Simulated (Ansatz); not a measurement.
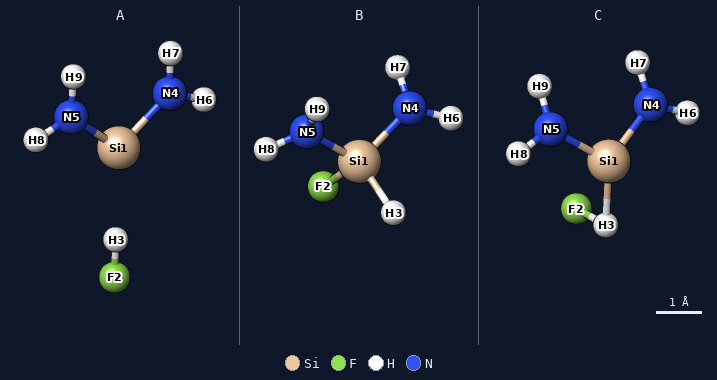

Three geometries of SiN2H5F: a saddle point and the two minima that it joins, in shuffled order. The picture is a ball-and-stick view, seen at a tilt. Sticks join atoms that are closer than about 1.2 times the sum of their covalent radii (a little more with hydrogen).

Stationary points at PBE0-D4/def2-TZVP, single-point energies with PBE-QIDH, B3LYP-D4, PBE-D4, r2SCAN-D4 (def2-TZVPP where no basis is named; Ansatz 0.2.0). The energies are electronic, without zero-point or thermal terms, and both ends are the minima reached downhill from the saddle, with any fragments still in contact.

Q: Identify the saddle point and describe the reaction.

A: Frame C is the saddle point. Counted by bonded pieces, B holds SiH₅N₂F and A holds HF + SiH₄N₂. From B over the saddle to A, a bond forms: F2–H3 (2.44 → 1.22 → 0.94 Å). Bonds break: Si1–F2 (1.60 → 2.11 → 3.24 Å), Si1–H3 (1.48 → 1.61 → 2.30 Å). The saddle has one imaginary mode, 1256i cm⁻¹. With PBE-QIDH the barrier is 373.4 kJ/mol from B and 107.1 kJ/mol from A, and A lies 266.3 kJ/mol above B.

```
    level  barrier from B (kJ/mol)  barrier from A (kJ/mol)  A less B (kJ/mol)
 PBE-QIDH                    373.4                    107.1              266.3
 B3LYP-D4                    344.2                     99.1              245.1
   PBE-D4                    304.7                     78.0              226.7
r2SCAN-D4                    343.7                     79.7              264.0
```
